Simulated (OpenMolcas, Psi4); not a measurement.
**How methods differ on C2H3ClSi (SMILES ClC1=C[SiH2]1)**

C2H3ClSi: 7 atoms, total charge 0, spin state singlet. SMILES: `ClC1=C[SiH2]1`. The coordinates come from a PBE0-D4/def2-TZVP relaxation.

```tsv
atom	x (Å)	y (Å)	z (Å)
Cl	-1.1692	-2.2933	0.4115
C	-0.3580	-0.8199	0.1632
C	0.8368	-0.3300	0.4667
Si	-0.1859	0.8716	-0.4389
H	1.7275	-0.6738	0.9756
H	-0.8378	2.0113	0.2488
H	0.0478	1.1662	-1.8726
```

Each level gives the HOMO–LUMO gap (eV). The values are calculated.

```json
{"level": "HF/def2-SVP", "kind": "Hartree–Fock", "program": "OpenMolcas", "value (eV)": "13.61", "CPU time": "11 s"}
{"level": "PBE/def2-SVP", "kind": "GGA", "program": "Psi4", "value (eV)": "5.25", "CPU time": "11 s"}
{"level": "M06-L/def2-SVP", "kind": "meta-GGA", "program": "Psi4", "value (eV)": "5.69", "CPU time": "18 s"}
{"level": "B3LYP/def2-SVP", "kind": "global hybrid", "program": "OpenMolcas", "value (eV)": "7.13", "CPU time": "35 s"}
{"level": "M06-2X/def2-SVP", "kind": "hybrid meta-GGA", "program": "OpenMolcas", "value (eV)": "9.57", "CPU time": "38 s"}
{"level": "M06-2X/def2-SVP (density fitting)", "kind": "hybrid meta-GGA", "program": "Psi4", "value (eV)": "9.57", "CPU time": "6.7 s"}
{"level": "HSE06/def2-SVP", "kind": "range-separated hybrid", "program": "Psi4", "value (eV)": "6.76", "CPU time": "24 s"}
{"level": "B2PLYP/def2-SVP", "kind": "double hybrid", "program": "OpenMolcas", "value (eV)": "9.87", "CPU time": "24 s"}
```

The values span 5.25 to 13.61 eV. Orbital gaps aren't excitation energies, and those of double hybrids come from the SCF part alone; they tend to grow with the share of exact exchange. Times are those of the runs behind each value, whatever else they computed, on shared processors of several kinds: orders of magnitude only.

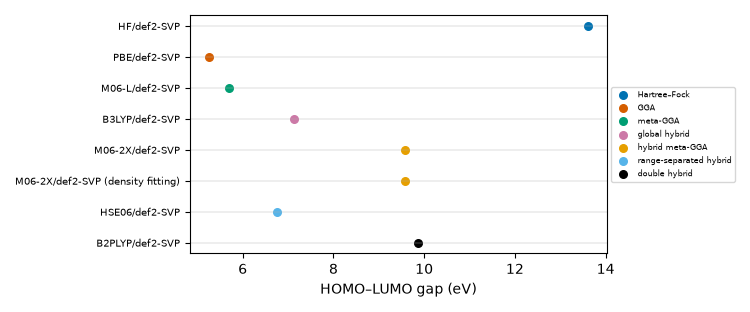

The values of the table, level by level.
